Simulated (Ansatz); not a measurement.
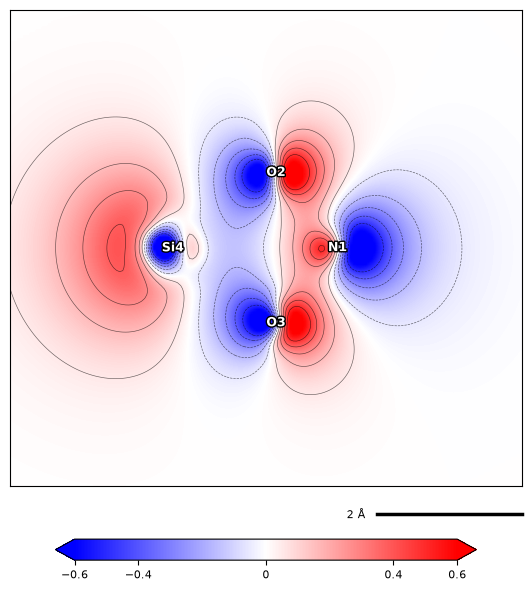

NO$_{2}$Si (SMILES [N]1O[Si]O1) (doublet). The HOMO (β) on the molecular plane (values in Å⁻³ᐟ²; the overall sign is arbitrary).

Geometry: PBE0-D3(BJ)/def2-SVP.

Computed with isolated molecule in a Gaussian basis; Kohn-Sham density functional theory, functional PBE0 (Ansatz 0.2.0).

Input

```
crystal:
  periodic: [false, false, false]
  atoms:
    - {symbol: "N", position_ang: [0.359322, 0.855416, 0.498794]}
    - {symbol: O, position_ang: [0.449912, -0.366605, -0.040052]}
    - {symbol: O, position_ang: [-0.695958, 1.353727, -0.156934]}
    - {symbol: Si, position_ang: [-0.933436, -0.114418, -1.102149]}
basis:
  gaussian:
    orbitals: def2-TZVPD
magnetization:
  spin_polarized: true
  initial_magnetization: 1
hamiltonian:
  xc: pbe0
output:
  forces: true
  orbitals: {seedname: orbitals}
```

Run with:

```sh
ansatz run input.yaml --threads 1 --pin off --max-ram 2610MiB --events-out events.jsonl --progress --plain --runs-dir runs
```

Where does this orbital lie, and at what energy?

By Hirshfeld shares it lies mainly on Si4 (about 55 %), N1 (about 20 %), O2 (about 15 %) and O3 (about 15 %); it is symmetric in the molecular plane (an in-plane orbital: σ, lone-pair or in-plane π type). Its energy is −8.10 eV.
